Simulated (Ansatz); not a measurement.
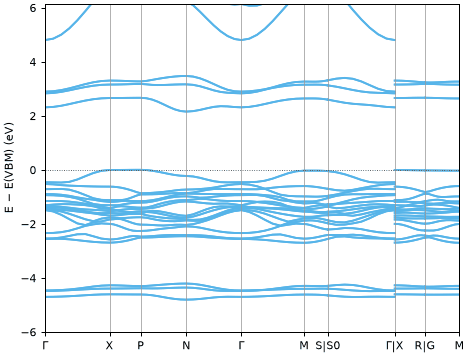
Band structure from r²SCAN with spin–orbit coupling in the plane-wave PAW code Ansatz

### Question
Read off the gap and where the band edges lie.

### Answer
About 2.2 eV (2.15 eV by a search for the band edges); maximum at P, minimum at N.

The material is Rb₂TeBr₆ in space group I4/m (No. 87; Rb on 4d, Te on 2a, Br on 8h, Br on 4e).

The workflow started from a Materials Project entry (that database holds measured and hypothetical structures alike); the Crystallography Open Database copy checked does not list it. Whether it is the stable phase at ambient conditions was not checked. Symmetry was held in the r²SCAN relaxation; its stability against distortions is not shown here.

Potentials: the later of the program's two PAW sets.
